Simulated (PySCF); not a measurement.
# C$_{5}$H$_{6}$N$_{2}$O$_{2}$ (SMILES CC(=O)c1noc(C)n1): what the fields show

Input file:

```
{"job": {"kind": "nmr", "xc": "PBE0", "basis": "pcSseg-2"}, "charge": 0, "multiplicity": 1}
C     -2.606416     0.468332    -0.008275
C     -1.910941    -0.645519     0.711447
O     -2.482527    -1.504833     1.328462
C     -0.415476    -0.636089     0.620738
N      0.328657    -1.506331     1.240521
O      1.604211    -1.140944     0.893073
C      1.511279    -0.076016     0.089071
C      2.756030     0.515594    -0.435515
N      0.286873     0.283650    -0.114640
H     -2.347822     0.447277    -1.069832
H     -2.260511     1.433596     0.369871
H     -3.681084     0.368036     0.125798
H      3.294011    -0.211022    -1.047796
H      2.510937     1.385868    -1.039589
H      3.412626     0.812753     0.384300
```

Launched as:

```sh
OMP_NUM_THREADS=2 python probes_run.py task.json out
```

Geometry: PBE0-D3(BJ)/def2-TZVP.

Method: PySCF, PBE0/pcSseg-2, SCF density, gas phase, non-relativistic.

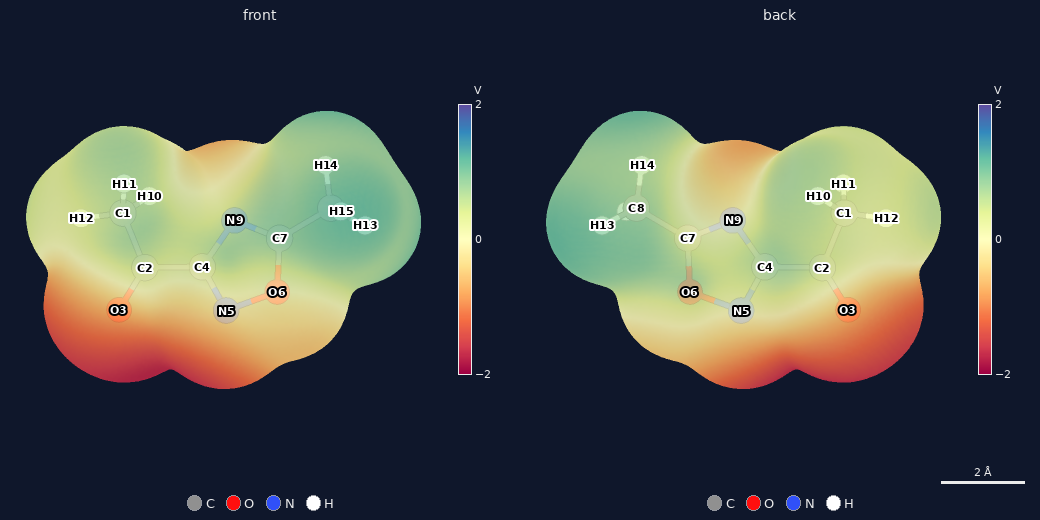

Figure 1. The electrostatic potential painted on the density surface at 0.001 e/bohr³, seen from the front and from behind; the colour scale runs from red (negative) to blue (positive).

### Where is the surface potential most negative and most positive?

The most negative region (about −1.7 V, or −39 kcal/mol for a unit charge) lies over O3 and N5, the most positive (about +1.2 V, or +28 kcal/mol for a unit charge) over H13 and H15.

### What dipole moment does the calculation give?

Its dipole moment is 4.98 D.

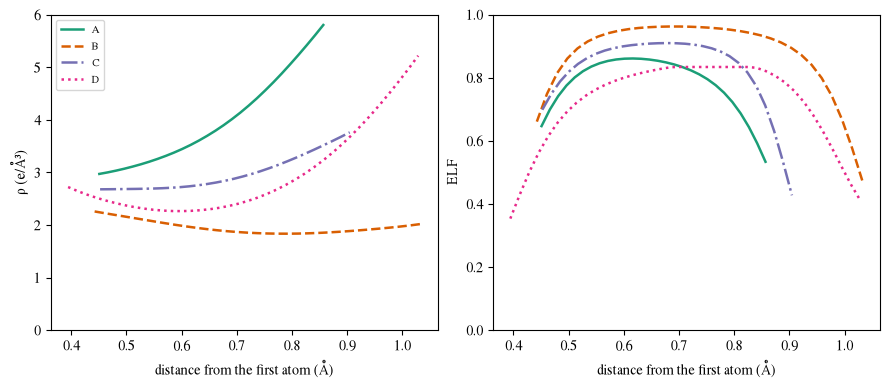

Figure 2. Total electron density and electron localisation function along straight lines between neighbouring atoms. The curves leave out the atomic cores.

### Which curve belongs to which contact (C–C, C–N, C–O and N–O)? The first atom named is at distance zero.

Curve A: C–O (1.20 Å): ρ is about 3.4 e/Å³ halfway; the ELF peaks at about 0.85 between the atoms: a multiple bond. Curve B: C–C (1.47 Å): ρ is about 1.8 e/Å³ halfway; the ELF peaks at about 0.95 between the atoms, as expected for localised, covalent bonding. Curve C: C–N (1.29 Å): ρ is about 2.8 e/Å³ halfway; the ELF peaks at about 0.90 between the atoms, as expected for a covalent bond. Curve D: N–O (1.37 Å): the density is about 2.4 e/Å³ at the midpoint; the ELF peaks at about 0.85 between the atoms, as expected for a covalent bond.
